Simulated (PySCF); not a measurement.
**C4H5F2PSi: density, localisation and related maps**

The calculation's input:

```
{"job": {"kind": "uv", "xc": "wB97X-D", "basis": "def2-SVPD", "nstates": 8, "ntriplets": 3}, "charge": 0, "multiplicity": 1}
F     -0.053406    -2.216956    -0.465561
C      0.517122    -1.006319    -0.364207
C      1.835583    -0.798659    -0.525156
P      2.203906     0.964279    -0.450418
C      0.464350     1.228273     0.030879
F      0.010653     2.454554     0.320019
C     -0.311504     0.129117    -0.035606
Si    -2.165774    -0.016397     0.291549
H      2.552669    -1.556460    -0.784378
H      2.697547     0.988850     0.858130
H     -2.316159    -0.859069     1.478580
H     -2.677078     1.331440     0.516061
H     -2.762297    -0.642167    -0.887620
```

Launched as:

```sh
OMP_NUM_THREADS=1 python probes_run.py task.json out
```

Geometry: GFN2-xTB.

All numbers below come from wB97X-D/def2-SVPD, SCF density, gas phase (PySCF).

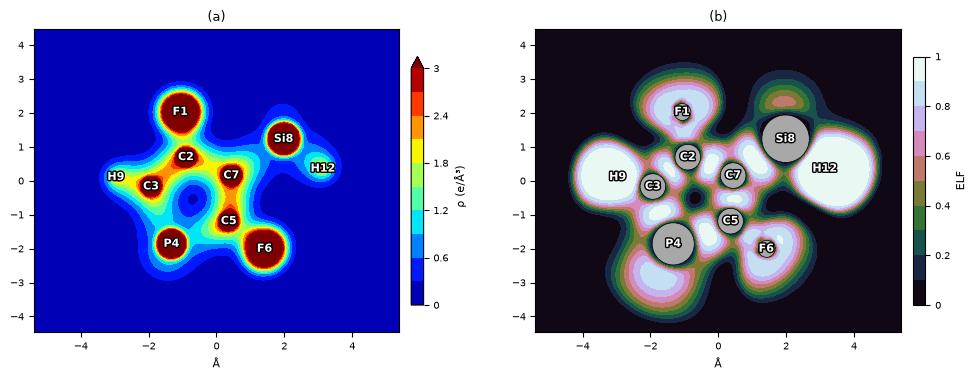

Figure 1. (a) electron density; (b) ELF on the plane of atoms C2, C7 and C5. Grey discs cover the atomic cores in the ELF map.

**What do the fields say about this system?**

- The section cuts through F, C, P, Si and H sites.
- C–F (1.34 Å): ρ at the midpoint is about 2.3 e/Å³; the ELF peaks at about 0.85 between the atoms (a polar covalent bond).
- C–C (1.34 Å): ρ at the midpoint is about 2.2 e/Å³; the ELF peaks at about 0.95 between the atoms: a short, multiple covalent bond.
- C–P (1.80 Å): ρ is about 1.2 e/Å³ halfway; the ELF peaks at about 0.95 between the atoms: a shared electron pair.
- C–Si (1.89 Å): ρ is about 0.92 e/Å³ halfway; the ELF peaks at about 1 between the atoms: a shared electron pair.
- C–H (1.08 Å): ρ at the midpoint is about 2 e/Å³; the ELF climbs to about 1 towards the hydrogen, as it does in any bond to H; a covalent bond by its length.
- The ELF also peaks beside F6 and F1, away from the bonds: lone-pair regions.

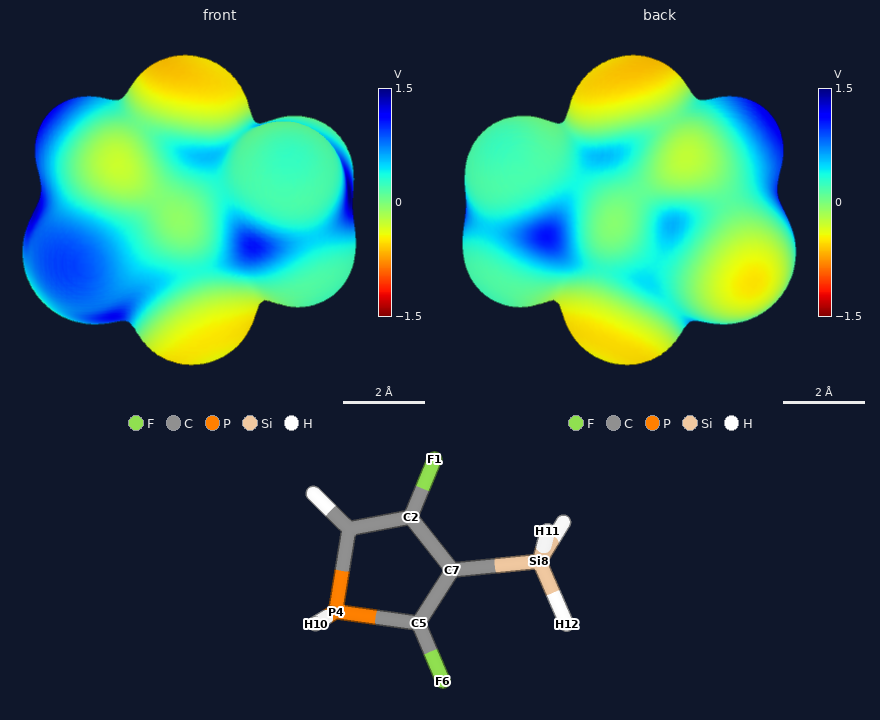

Figure 2. The molecular electrostatic potential painted on the density surface at 0.002 e/bohr³, seen from the front and from behind; red is negative and blue positive. The bare structure is drawn below in the same view.

**Which sites attract a positive test charge, and which a negative one?**

A positive charge is drawn to the negative regions and a negative charge to the positive ones. The most negative region (about −0.6 V) lies over F1, the most positive (about +1.4 V) over Si8.

**What dipole moment does the calculation give?**

Its dipole moment is 0.77 D.
